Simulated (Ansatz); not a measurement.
# AlBH+ (quintet): one geometry, many settings

What do other methods and options give for AlBH+ (quintet) at this geometry, and how long do they take?

Program: Ansatz 0.2.0, Gaussian basis. Level of theory: the settings change from run to run. These are calculated values, not measurements.

19 further runs of the same task are left out: 5 that didn't finish, 14 set aside as unsound or not needed. Runs told in other sessions of the task aren't counted.

## Step 1: The system

The geometry is a PBE0/def2-TZVP stationary point (not a proven minimum) of the parent state, kept for this charge and spin.

3 atoms, charge 1, spin multiplicity 5.

Atoms are counted from 1 here; the program's logs count them from 0.

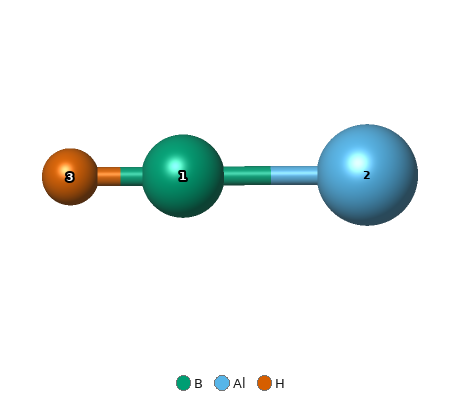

The geometry (boron teal, aluminium blue, hydrogen orange); atoms are numbered from 1 in the order of the file.

## Step 2: MP2 on UHF/6-31G

The input, in.yaml:

```yaml
crystal:
  periodic: [false, false, false]
  atoms:
    - {symbol: B, position_ang: [0.000000, 0.000000, 0.251900]}
    - {symbol: Al, position_ang: [0.000000, 0.000000, -1.688900]}
    - {symbol: H, position_ang: [0.000000, 0.000000, 1.437000]}
basis:
  gaussian: {orbitals: 6-31G, fitting: {mean_field: def2-universal-jkfit}, point_charges: [{charge: -0.50, position_ang: [4.274, -0.661, -0.089]}]}
total_charge: 1
magnetization: {spin_polarized: true, initial_magnetization: 4}
hamiltonian: {pseudopotentials: {relativity: scalar}}
correlation: {method: mp2, electrons: all}
scf: {lower_state_search: off}
```

Run with:

```
$ ansatz run in.yaml --threads 1 --pin off --events-out ev --progress --plain --max-ram 2393MiB
```

The program printed:

```text
Functional definition: HF
  name "HF"
  cite "Fock, Z. Phys. 61, 126 (1930) doi:10.1007/BF01340294"
  parent pbe
  exchange = exact_x
  correlation = 0
these checks for a lower state are left out or cut short: stability, starts, cluster_reference, orbital_swaps, neighbouring_geometries, increment
221 factors; integrals over basis functions are off by at most 3.9e-2 eV
mean field evaluation 1: about -7266.3261 eV, gradient 1.0e1 eV
mean field evaluation 2: about -7267.5192 eV, gradient 3.6e0 eV
mean field evaluation 4: about -7267.7454 eV, gradient 9.3e-1 eV
mean field evaluation 8: about -7267.9226 eV, gradient 2.8e-1 eV
mean field -7267.92536458 eV, -267.0913307714 hartree, gradient 1.7e-6 eV, S^2 6.000988; 0 other end points of the search recorded, 0 dependent functions left out
reference -7267.92536458 eV, -267.0913307714 hartree; 11, 7 occupied and 13, 17 virtual orbitals, 221 factors
second order -1.27964175 eV of doubles, -0.00000000 eV of singles
Total energy: -7269.20500632 eV, -267.1383567383 hartree
Relativity: scalar
Checks for a lower state left out: stability, starts, cluster_reference, orbital_swaps, neighbouring_geometries, increment
```

Run time: 0.09 s. Hardware: 1 thread of Arm Neoverse V2, shared host.

From the report: ⟨S²⟩ of the determinant 6.001 (pure quintet: 6.00).

## Step 3: NEVPT2(6,7)/6-31G

The input, in.yaml:

```yaml
crystal:
  periodic: [false, false, false]
  atoms:
    - {symbol: B, position_ang: [0.000000, 0.000000, 0.251900]}
    - {symbol: Al, position_ang: [0.000000, 0.000000, -1.688900]}
    - {symbol: H, position_ang: [0.000000, 0.000000, 1.437000]}
basis:
  gaussian: {orbitals: 6-31G}
total_charge: 1
magnetization: {spin_polarized: false, initial_magnetization: 4}
correlation: {method: sc_nevpt2, electrons: all, active_space: {window: {electrons: 6, orbitals: 7}}}
output: {forces: true}
```

Same command.

The program printed, cut to the lines that bear on the results:

```text
Functional definition: HF
  name "HF"
  cite "Fock, Z. Phys. 61, 126 (1930) doi:10.1007/BF01340294"
  parent pbe
[...]
296 factors; integrals over basis functions are off by at most 2.5e-4 eV
[...]
mean field -7255.38744509 eV, -266.6305707289 hartree, gradient 2.6e-6 eV, S^2 6.000000; 2 other end points of the search recorded, 0 dependent functions left out
reference -7255.38744509 eV, -266.6305707289 hartree; 11, 7 occupied and 13, 17 virtual orbitals, 296 factors
state -7256.01817730 eV, -266.6537497102 hartree
state -7256.01817730 eV, -266.6537497102 hartree; corrected -7256.89144787 eV, -266.6858418116 hartree
state -7255.95138954 eV, -266.6512953049 hartree
state -7255.95138954 eV, -266.6512953049 hartree; corrected -7256.87275590 eV, -266.6851548944 hartree
state -7256.01817730 eV, -266.6537497102 hartree; corrected -7256.89144787 eV, -266.6858418116 hartree
[...]
Total energy: -7256.89144787 eV, -266.6858418116 hartree
Atom 0 at     0.000000     0.000000     0.251900 Å, force    -0.000000     0.000000     0.460652 eV/Å
Atom 1 at     0.000000     0.000000    -1.688900 Å, force     0.000000    -0.000000    -1.970638 eV/Å
Atom 2 at     0.000000     0.000000     1.437000 Å, force     0.000000     0.000000     1.509986 eV/Å
Dipole moment:    -0.000000     0.000000    -0.087103 e Å
```

It took 0.7 s on 1 thread of Arm Neoverse V2, shared host.

From the report: 48 determinants; active occupations 1.96, 1.01, 1.00, 1.00, 0.99, 0.02, 0.01.

## Step 4: MP2 on ROHF/cc-pVDZ

The input, in.yaml:

```yaml
crystal:
  periodic: [false, false, false]
  atoms:
    - {symbol: B, position_ang: [0.000000, 0.000000, 0.251900]}
    - {symbol: Al, position_ang: [0.000000, 0.000000, -1.688900]}
    - {symbol: H, position_ang: [0.000000, 0.000000, 1.437000]}
basis:
  gaussian: {orbitals: cc-pVDZ}
total_charge: 1
magnetization: {spin_polarized: false, initial_magnetization: 4}
correlation: {method: mp2, electrons: outside_noble_gas}
```

The command is unchanged.

The program printed:

```text
Functional definition: HF
  name "HF"
  cite "Fock, Z. Phys. 61, 126 (1930) doi:10.1007/BF01340294"
  parent pbe
  exchange = exact_x
  correlation = 0
359 factors; integrals over basis functions are off by at most 9.5e-4 eV
mean field evaluation 1: about -7254.9250 eV, gradient 1.2e1 eV
mean field evaluation 2: about -7255.0204 eV, gradient 1.2e1 eV
mean field evaluation 4: about -7256.4830 eV, gradient 2.7e0 eV
mean field evaluation 8: about -7256.8563 eV, gradient 1.4e0 eV
mean field evaluation 16: about -7256.9317 eV, gradient 6.1e-4 eV
mean field -7256.93172467 eV, -266.6873219567 hartree, gradient 8.2e-6 eV, S^2 6.000000; 0 other end points of the search recorded, 0 dependent functions left out
mean field evaluation 32: about -7256.9401 eV, gradient 4.6e-3 eV
6 core orbitals not correlated: weight in the atoms' cores, before any rotation towards them, 1.000 or more for the frozen orbitals, at most 0.000 for the correlated occupied ones
reference -7256.93172467 eV, -266.6873219567 hartree; 5, 1 occupied and 26, 30 virtual orbitals, 359 factors
second order -1.67200962 eV of doubles, -0.00490149 eV of singles
Total energy: -7258.60863577 eV, -266.7489473030 hartree
```

Run time: 0.24 s. Hardware: 1 thread of Arm Neoverse V2, shared host.

## Step 5: FCI/6-31G

Edit in.yaml of step 4 so:

```diff
@@ -7,5 +7,6 @@
 basis:
-  gaussian: {orbitals: cc-pVDZ}
+  gaussian: {orbitals: 6-31G}
 total_charge: 1
 magnetization: {spin_polarized: false, initial_magnetization: 4}
-correlation: {method: mp2, electrons: outside_noble_gas}
+correlation: {method: fci, electrons: outside_noble_gas}
+accuracy: high
```

The command is unchanged.

The program printed:

```text
Functional definition: HF
  name "HF"
  cite "Fock, Z. Phys. 61, 126 (1930) doi:10.1007/BF01340294"
  parent pbe
  exchange = exact_x
  correlation = 0
518 factors; integrals over basis functions are off by at most 3.5e-9 eV
mean field evaluation 1: about -7254.0647 eV, gradient 1.1e1 eV
mean field evaluation 2: about -7254.0711 eV, gradient 1.1e1 eV
mean field evaluation 4: about -7255.1969 eV, gradient 1.9e0 eV
mean field evaluation 8: about -7255.3832 eV, gradient 3.5e-1 eV
mean field evaluation 16: about -7255.3875 eV, gradient 2.8e-8 eV
mean field -7255.38753301 eV, -266.6305739600 hartree, gradient 2.9e-8 eV, S^2 6.000000; 2 other end points of the search recorded, 0 dependent functions left out
mean field evaluation 32: about -7255.2702 eV, gradient 7.9e-1 eV
6 core orbitals not correlated: weight in the atoms' cores, before any rotation towards them, 1.000 or more for the frozen orbitals, at most 0.000 for the correlated occupied ones
reference -7255.38753301 eV, -266.6305739600 hartree; 5, 1 occupied and 13, 17 virtual orbitals, 518 factors
state -7257.15834322 eV, -266.6956500346 hartree
Total energy: -7257.15834322 eV, -266.6956500346 hartree
```

Run time: 1.3 s. Hardware: 1 thread of Arm Neoverse V2, shared host.

From the report: 39,424 determinants, symmetry A2.

## Step 6: HF (ROHF)/def2-SVPD

Edit in.yaml of step 5 so:

```diff
@@ -7,6 +7,6 @@
 basis:
-  gaussian: {orbitals: 6-31G}
+  gaussian: {orbitals: def2-SVPD}
 total_charge: 1
 magnetization: {spin_polarized: false, initial_magnetization: 4}
-correlation: {method: fci, electrons: outside_noble_gas}
-accuracy: high
+hamiltonian: {xc: hf}
+output: {forces: true, orbitals: {seedname: orbitals}}
```

The command is unchanged.

The program printed, cut to the lines that bear on the results:

```text
Functional definition: HF
  name "HF"
  cite "Fock, Z. Phys. 61, 126 (1930) doi:10.1007/BF01340294"
  parent pbe
[...]
492 factors; integrals over basis functions are off by at most 8.7e-4 eV
[...]
mean field -7254.19823856 eV, -266.5868681948 hartree, gradient 2.2e-5 eV, S^2 6.000000; 0 other end points of the search recorded, 0 dependent functions left out
[...]
reference -7254.19823856 eV, -266.5868681948 hartree; 11, 7 occupied and 41, 45 virtual orbitals, 492 factors
Total energy: -7254.19823856 eV, -266.5868681948 hartree
Atom 0 at     0.000000     0.000000     0.251900 Å, force     0.000000    -0.000000     1.131742 eV/Å
Atom 1 at     0.000000     0.000000    -1.688900 Å, force    -0.000000    -0.000000    -1.224320 eV/Å
Atom 2 at     0.000000     0.000000     1.437000 Å, force    -0.000000     0.000000     0.092579 eV/Å
Dipole moment:    -0.000000    -0.000000    -0.353936 e Å
```

Wall time 0.33 s (1 thread of Arm Neoverse V2, shared host).

## Step 7: NEVPT2(6,5)/STO-3G

The input, in.yaml:

```yaml
crystal:
  periodic: [false, false, false]
  atoms:
    - {symbol: B, position_ang: [0.000000, 0.000000, 0.251900]}
    - {symbol: Al, position_ang: [0.000000, 0.000000, -1.688900]}
    - {symbol: H, position_ang: [0.000000, 0.000000, 1.437000]}
basis:
  gaussian: {orbitals: STO-3G}
total_charge: 1
magnetization: {spin_polarized: false, initial_magnetization: 4}
correlation: {method: sc_nevpt2, electrons: outside_noble_gas, active_space: {window: {electrons: 6, orbitals: 5}, states: [{multiplicity: 5, weights: [1, 1, 1, 1]}], root: 1}}
scf: {lower_state_search: full}
output: {forces: true}
```

The command is unchanged.

The program printed, cut to the lines that bear on the results:

```text
Functional definition: HF
  name "HF"
  cite "Fock, Z. Phys. 61, 126 (1930) doi:10.1007/BF01340294"
  parent pbe
[...]
238 factors; integrals over basis functions are off by at most 4.6e-8 eV
[...]
mean field -7169.40249484 eV, -263.4706820898 hartree, gradient 7.5e-7 eV, S^2 6.000000; 8 other end points of the search recorded, 0 dependent functions left out
reference -7169.40249484 eV, -263.4706820898 hartree; 11, 7 occupied and 4, 8 virtual orbitals, 238 factors
state -7168.91680611 eV, -263.4528333584 hartree
state -7166.98794949 eV, -263.3819491850 hartree
state -7160.65162587 eV, -263.1490935866 hartree
state -7159.21062538 eV, -263.0961377956 hartree
state -7168.91680611 eV, -263.4528333584 hartree; corrected -7170.02823533 eV, -263.4936776285 hartree
state -7166.98794949 eV, -263.3819491850 hartree; corrected -7168.23396970 eV, -263.4277395829 hartree
state -7160.65162587 eV, -263.1490935866 hartree; corrected -7162.43120062 eV, -263.2144917524 hartree
state -7159.21062538 eV, -263.0961377956 hartree; corrected -7160.45911535 eV, -263.1420189557 hartree
[...]
Total energy: -7168.23396970 eV, -263.4277395829 hartree
Atom 0 at     0.000000     0.000000     0.251900 Å, force    -0.000000    -0.000000    -2.620563 eV/Å
Atom 1 at     0.000000     0.000000    -1.688900 Å, force    -0.000000    -0.000000    -0.014851 eV/Å
Atom 2 at     0.000000     0.000000     1.437000 Å, force     0.000000     0.000000     2.635414 eV/Å
Dipole moment:     0.000000     0.000000    -0.174031 e Å
```

Wall time 0.24 s (1 thread of Arm Neoverse V2, shared host).

From the report: 3 determinants; active occupations (of the averaged states) 1.25, 1.25, 1.25, 1.25, 1.00.

## Step 8: BCCD(T) on UHF/6-31G

The input, in.yaml:

```yaml
crystal:
  periodic: [false, false, false]
  atoms:
    - {symbol: B, position_ang: [0.000000, 0.000000, 0.251900]}
    - {symbol: Al, position_ang: [0.000000, 0.000000, -1.688900]}
    - {symbol: H, position_ang: [0.000000, 0.000000, 1.437000]}
basis:
  gaussian: {orbitals: 6-31G}
total_charge: 1
magnetization: {spin_polarized: true, initial_magnetization: 4}
correlation: {method: bccd_t, electrons: outside_noble_gas}
accuracy: high
```

Same command.

The program printed, cut to the lines that bear on the results:

```text
Functional definition: HF
  name "HF"
  cite "Fock, Z. Phys. 61, 126 (1930) doi:10.1007/BF01340294"
  parent pbe
[...]
518 factors; integrals over basis functions are off by at most 3.5e-9 eV
[...]
mean field -7255.39754303 eV, -266.6309418211 hartree, gradient 1.6e-8 eV, S^2 6.000985; 3 other end points of the search recorded, 0 dependent functions left out
determinant -7255.39754303 eV, -266.6309418211 hartree, with singles and doubles -7257.06890733 eV, -266.6923633263 hartree
determinant -7252.52081055 eV, -266.5252238525 hartree, with singles and doubles -7253.64049575 eV, -266.5663715245 hartree
6 core orbitals not correlated: weight in the atoms' cores, before any rotation towards them, 1.000 or more for the frozen orbitals, at most 0.000 for the correlated occupied ones
reference -7255.39754303 eV, -266.6309418211 hartree; 5, 1 occupied and 13, 17 virtual orbitals, 518 factors
second order -1.16095803 eV of doubles, -0.00000000 eV of singles
cycle   1  -1.67133461 eV  change    3.0e-5 eV  update   1.7e-2
[...]
cycle  25  -1.66111599 eV  change   3.7e-10 eV  update  2.7e-10
perturbative correction -0.06310027 eV, -0.0023188920 hartree
Total energy: -7257.12175928 eV, -266.6943055998 hartree
```

It took 0.91 s on 1 thread of Arm Neoverse V2, shared host.

From the report: ⟨S²⟩ of the determinant 6.001 (pure quintet: 6.00); correlation -1.7242 eV; largest double amplitude 0.11.

## Step 9: MRCISD+Q(4,6)/6-31G

Edit in.yaml of step 8 so:

```diff
@@ -9,4 +9,4 @@
 total_charge: 1
-magnetization: {spin_polarized: true, initial_magnetization: 4}
-correlation: {method: bccd_t, electrons: outside_noble_gas}
-accuracy: high
+magnetization: {spin_polarized: false, initial_magnetization: 4}
+correlation: {method: fic_mrcisd_q, electrons: outside_noble_gas, active_space: {window: {electrons: 4, orbitals: 6}}}
+scf: {lower_state_search: off}
```

The command is unchanged.

The program printed, cut to the lines that bear on the results:

```text
Functional definition: HF
  name "HF"
  cite "Fock, Z. Phys. 61, 126 (1930) doi:10.1007/BF01340294"
  parent pbe
[...]
296 factors; integrals over basis functions are off by at most 2.5e-4 eV
[...]
mean field -7255.38744509 eV, -266.6305707289 hartree, gradient 2.6e-6 eV, S^2 6.000000; 0 other end points of the search recorded, 0 dependent functions left out
reference -7255.38744509 eV, -266.6305707289 hartree; 11, 7 occupied and 13, 17 virtual orbitals, 296 factors
state -7255.73819879 eV, -266.6434606894 hartree
contracted CI cycle   1: correlation 0.00000000 eV, 0.0000000000 hartree, residual 6.99e0 eV
contracted CI cycle   2: correlation -1.20436075 eV, -0.0442594412 hartree, residual 1.43e0 eV
contracted CI cycle   3: correlation -1.28346845 eV, -0.0471665957 hartree, residual 6.16e-1 eV
contracted CI cycle   4: correlation -1.30703323 eV, -0.0480325851 hartree, residual 4.90e-1 eV
contracted CI cycle   5: correlation -1.32190245 eV, -0.0485790189 hartree, residual 3.14e-1 eV
contracted CI cycle   6: correlation -1.32517917 eV, -0.0486994363 hartree, residual 9.74e-2 eV
contracted CI cycle   7: correlation -1.32545414 eV, -0.0487095413 hartree, residual 2.82e-2 eV
contracted CI cycle   8: correlation -1.32547781 eV, -0.0487104110 hartree, residual 8.63e-3 eV
contracted CI cycle   9: correlation -1.32548021 eV, -0.0487104992 hartree, residual 2.46e-3 eV
contracted CI cycle  10: correlation -1.32548044 eV, -0.0487105079 hartree, residual 8.83e-4 eV
contracted CI cycle  11: correlation -1.32548047 eV, -0.0487105089 hartree, residual 2.83e-4 eV
state -7255.73819879 eV, -266.6434606894 hartree; corrected -7257.16519738 eV, -266.6959019203 hartree
Total energy: -7257.16519738 eV, -266.6959019203 hartree
Checks for a lower state left out: stability, starts, cluster_reference, orbital_swaps, neighbouring_geometries, increment
```

Wall time 0.58 s (1 thread of Arm Neoverse V2, shared host).

From the report: 4 determinants; active occupations 1.00, 1.00, 0.97, 0.97, 0.03, 0.03.

## Step 10: BCCD/6-31G

Edit in.yaml of step 9 so:

```diff
@@ -10,3 +10,5 @@
 magnetization: {spin_polarized: false, initial_magnetization: 4}
-correlation: {method: fic_mrcisd_q, electrons: outside_noble_gas, active_space: {window: {electrons: 4, orbitals: 6}}}
+hamiltonian: {xc: {name: PBE0}}
+correlation: {method: bccd, electrons: all}
 scf: {lower_state_search: off}
+output: {forces: true}
```

Same command.

The program printed, cut to the lines that bear on the results:

```text
Functional definition: PBE0
  name "PBE0"
  cite "Adamo & Barone, J. Chem. Phys. 110, 6158 (1999) doi:10.1063/1.478522"
  cite "Perdew, Burke & Ernzerhof, Phys. Rev. Lett. 77, 3865 (1996) doi:10.1103/PhysRevLett.77.3865"
  parent pbe
[...]
296 factors; integrals over basis functions are off by at most 2.5e-4 eV
[...]
mean field -7268.38865131 eV, -267.1083562450 hartree, gradient 1.8e-6 eV, S^2 6.000000; 0 other end points of the search recorded, 0 dependent functions left out
reference -7255.13138213 eV, -266.6211605887 hartree; 11, 7 occupied and 13, 17 virtual orbitals, 296 factors
second order -1.47882246 eV of doubles, -0.15924820 eV of singles
cycle   1  -1.89021379 eV  change   -2.6e-1 eV  update   6.3e-2
[...]
cycle  13  -2.04684676 eV  change    1.7e-6 eV  update   8.4e-7
[...]
Total energy: -7257.17822889 eV, -266.6963808198 hartree
Atom 0 at     0.000000     0.000000     0.251900 Å, force    -0.000000     0.000000     0.764815 eV/Å
Atom 1 at     0.000000     0.000000    -1.688900 Å, force     0.000000    -0.000000    -2.162565 eV/Å
Atom 2 at     0.000000     0.000000     1.437000 Å, force    -0.000000    -0.000000     1.397749 eV/Å
Dipole moment:     0.000000     0.000000    -0.048286 e Å
Checks for a lower state left out: starts, cluster_reference, orbital_swaps, neighbouring_geometries, increment
```

Wall time 2.1 s (1 thread of Arm Neoverse V2, shared host).

From the report: correlation -2.0468 eV; largest double amplitude 0.11.

## Step 11: The runs in one table

Where basis and cores are those of an earlier FCI/6-31G run (-7257.1583 eV), and the records show the same count of frozen orbitals and kind of state, the miss against it is given; a blank cell means that this couldn't be shown.

| level | correlated | functions | energy (eV) | from FCI (meV) | time |
| --- | --- | --- | --- | --- | --- |
| MP2 on UHF/6-31G (beside a point charge, relativity set) | all | 24 | -7269.2050 |  | 0.09 s |
| NEVPT2(6,7)/6-31G | all | 24 | -7256.8914 |  | 0.7 s |
| MP2 on ROHF/cc-pVDZ | outside noble gas | 37 | -7258.6086 |  | 0.24 s |
| FCI/6-31G | outside noble gas | 24 | -7257.1583 | 0.0 | 1.3 s |
| HF (ROHF)/def2-SVPD |  | 52 | -7254.1982 |  | 0.33 s |
| NEVPT2(6,5)/STO-3G (excited root 1 of an average) | outside noble gas | 15 | -7168.2340 |  | 0.24 s |
| BCCD(T) on UHF/6-31G | outside noble gas | 24 | -7257.1218 | 36.6 | 0.91 s |
| MRCISD+Q(4,6)/6-31G | outside noble gas | 24 | -7257.1652 | -6.9 | 0.58 s |
| BCCD/6-31G (on PBE0 orbitals) | all | 24 | -7257.1782 |  | 2.1 s |

## Step 12: Outcome

| quantity | value |
| --- | --- |
| runs | 9 |
| quickest | MP2 on UHF/6-31G (beside a point charge, relativity set), 0.09 s |
| slowest | BCCD/6-31G (on PBE0 orbitals), 2.1 s |

What this shows: Total energies in different bases, with other cores or another treatment of relativity can't be set against each other. BCCD/6-31G (on PBE0 orbitals) took 23 times as long as MP2 on UHF/6-31G (beside a point charge, relativity set); the jobs differ in more than the method. Among the correlated runs with a miss given, it spans -7 to +37 meV.
